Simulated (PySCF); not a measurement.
# NP, SMILES `N#P`: electronic structure

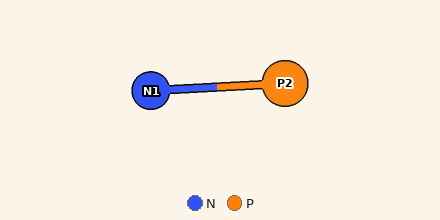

The molecule, with its atoms numbered as below. No frequency check shows the geometry to be a minimum.

Cartesian coordinates (Å):

```
N1       0.9944    0.0000    0.0000
P2      -0.4641    0.0000    0.0000
```

## 1. Bonding charge

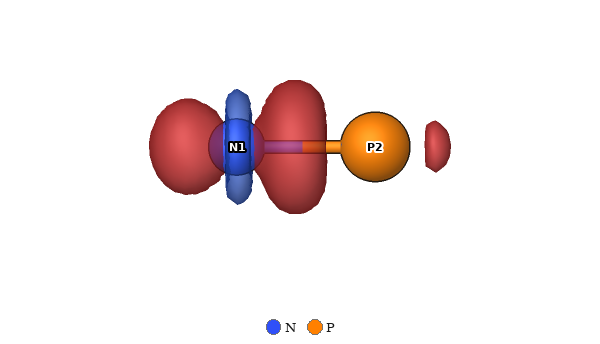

Deformation density (molecule less spherical, spin-averaged free atoms at the same positions), surfaces at ±0.1 e/Å³; red: gain, blue: loss.

Level of theory: M06-2X/def2-SVP (PySCF), at a geometry from GFN2-xTB.

Describe the bonding that the map shows.

Answer. N1–P2: +0.22 e/Å³ at the bond critical point (bond length 1.46 Å, Mayer order 2.9). In all, 0.5 electrons gather in the regions of gain relative to the promolecule.

Where do the Hirshfeld charges lie?

Answer. The highest Hirshfeld charge is on P2 (+0.27 e), the lowest on N1 (−0.27 e).

```
atom  charge (e)
  N1       −0.27
  P2       +0.27
```

## 2. Bond critical points

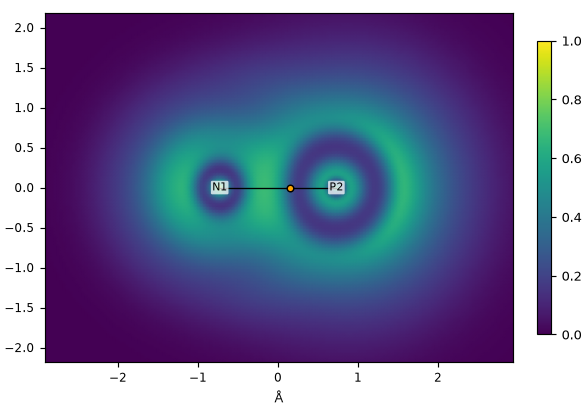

Localised orbital locator (LOL) in a plane that holds the bond, with bond paths and bond critical points (dots).

Rank the bonds in the plane by LOL at their critical points.

Answer. N1–P2: about 0.29. Values above 0.5 mark slow, localised electrons, as in shared pairs; low values at a critical point mark a polar or closed-shell contact whose critical point lies between the shells.

Where along N1–P2 does the critical point lie?

Answer. 0.87 Å from N1 and 0.59 Å from P2.

## 3. Local ionisation energy

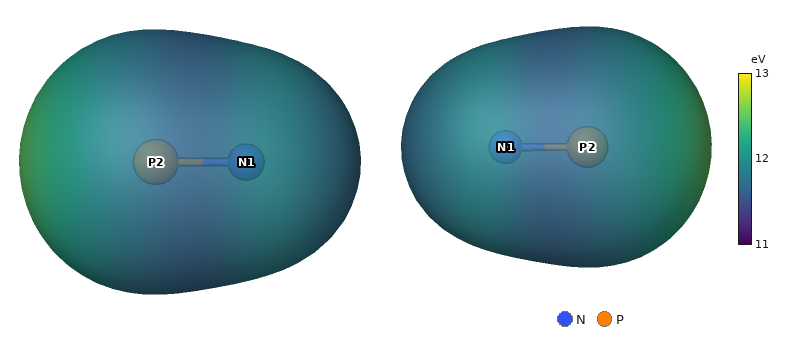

Average local ionisation energy on the surface of electron density 0.001 a.u. (back view left, front view right).

Locate the minima of the map.

Answer. The lowest value is 11.6 eV, off the N1–P2 bond (2.2 Å from its atoms), and at like points elsewhere. Further minima include 11.7 eV, 1.8 Å from N1. For comparison, the highest occupied orbital lies at −10.6 eV.

## 4. In an electric field

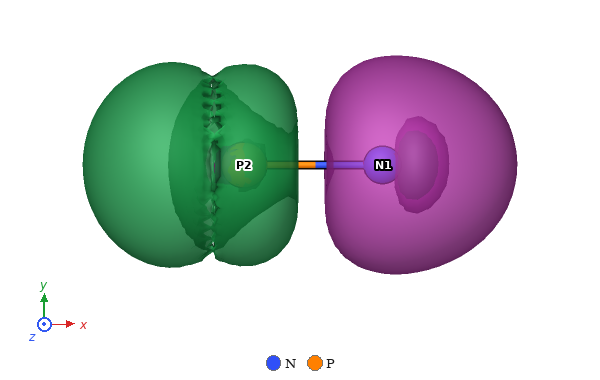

Change of the electron density in a uniform field of 0.41 V/Å, surfaces at ±0.003 e/Å³ (green: gain, purple: loss).

PySCF calculation, M06-2X/def2-SVPD, gas phase; geometry: GFN2-xTB.

Along which Cartesian direction does the field point?

Answer. Along +x: electrons gather on the −x side, against the field.

How large is the response?

Answer. The induced dipole is 0.67 D (along the field); α along this axis, from the fields in both directions, is 33 bohr³ (4.9 Å³).

Which atoms gain and lose the most charge?

Answer. Electrons gather most on P2 (Hirshfeld charge changes by −0.047 e) and leave N1 most (+0.047 e); 0.058 electrons are displaced in all.

## 5. Localised orbitals

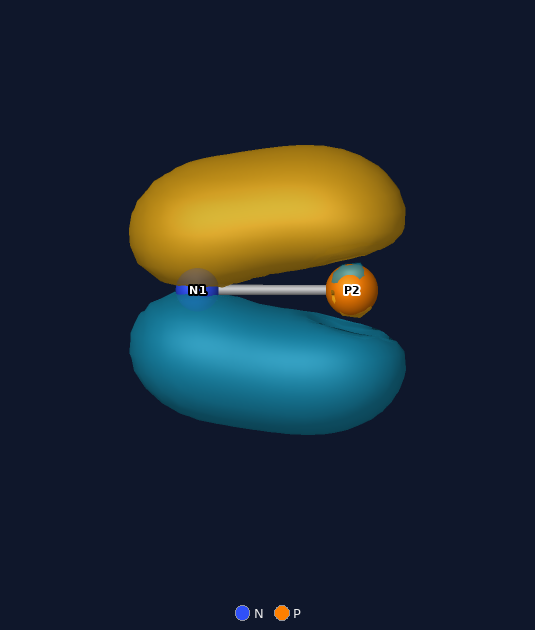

Intrinsic bond orbitals (IBO), occupied; each surface holds about 70 % of the orbital's density. Energies are diagonal elements of the Fock matrix.

Method: HF/cc-pVDZ; geometry: GFN2-xTB; program: PySCF.

What does this orbital represent?

Answer. π bond N1–P2 (N1 55 %, P2 45 %; −12.1 eV).
